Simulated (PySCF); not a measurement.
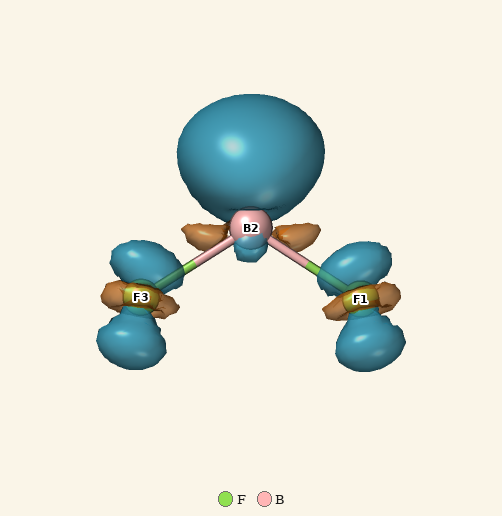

Figure 1: BF$_{2}$, doublet, SMILES `F[B]F`. Fukui function f⁻ = ρ(N) − ρ(N−1) at fixed geometry, surfaces at ±0.08 e/Å³ (light blue positive, orange negative).

Computed with PySCF, B3LYP/def2-SVPD, geometry: GFN2-xTB. No frequency check shows the geometry to be a minimum. GFN2-xTB doesn't know the spin state, so this open-shell geometry is rough.

Input script:

```python
import numpy as np
from pyscf import gto, scf, dft
from pyscf.scf import atom_ks, atom_hf
from scipy.linalg import block_diag

def solve(mol, dm0=None, hcore=None):
    mf = (dft.UKS if mol.spin else dft.RKS)(mol, xc='b3lyp')
    mf.grids.level = 3
    mf = mf.density_fit(auxbasis='def2-universal-jkfit')
    mf.conv_tol, mf.max_cycle = 1e-8, 80
    if hcore is not None:
        mf.get_hcore = lambda *args: hcore
    mf.kernel(dm0)
    if not mf.converged:
        mf = mf.newton().run(mf.mo_coeff, mf.mo_occ, max_cycle=30)
    assert mf.converged, 'SCF not converged'
    return mf

mol = gto.M(atom='''
F      1.10583    -0.15592     0.00000
B      0.00000     0.56132     0.00000
F     -1.10583    -0.15592     0.00000
''', basis='def2-svpd', charge=0, spin=1, verbose=4)
mf = solve(mol)
out = dict(e0=mf.e_tot, dm0=mf.make_rdm1(), c=mf.mo_coeff, occ=mf.mo_occ, eps=mf.mo_energy)
for name, dq, spin in [('cation', 1, 0), ('anion', -1, 0)]:
    ion = mol.copy().set(charge=mol.charge + dq, spin=spin).build()
    mi = solve(ion)
    if spin and dq > 0 and mol.nao < 130:
        c, _, stable, _ = mi.stability(return_status=True)
        if not stable:
            mi = solve(ion, mi.make_rdm1(c, mi.mo_occ))
    print(name, 'vertical energy change / eV', (mi.e_tot - mf.e_tot) * 27.211386)
    out.update({'e_' + name: mi.e_tot, 'dm_' + name: mi.make_rdm1(), 's2_' + name: mi.spin_square()[0], 'eps_' + name: mi.mo_energy, 'occ_' + name: mi.mo_occ})
# spherically averaged free atoms, for the promolecule
atm = atom_ks.get_atm_nrks(mol, xc='b3lyp')
pro = block_diag(*[(atm[a[0]][2] * atm[a[0]][3]) @ atm[a[0]][2].T for a in mol._atom])
np.savez('result.npz', pro=pro, **out)
```

Command:

```sh
OMP_NUM_THREADS=1 python input.py
```

The run took 2.9 s on 1 thread of AMD EPYC 9R45 96-Core Processor (Zen 5), with other jobs on the host, peak memory 0.23 GiB.

Partitions, critical points and surface values were worked out afterwards from this run's density.

**Which atoms respond most to the removal of an electron?**

f⁻ (Hirshfeld-condensed) is largest on B2 (0.63); the vertical ionisation energy is 10.96 eV (to the singlet cation, which needn't be its lowest state). Condensed values hint at sites of electrophilic attack but needn't mark the atom that reacts. Orbital relaxation makes it negative in places (0.10 e in all).
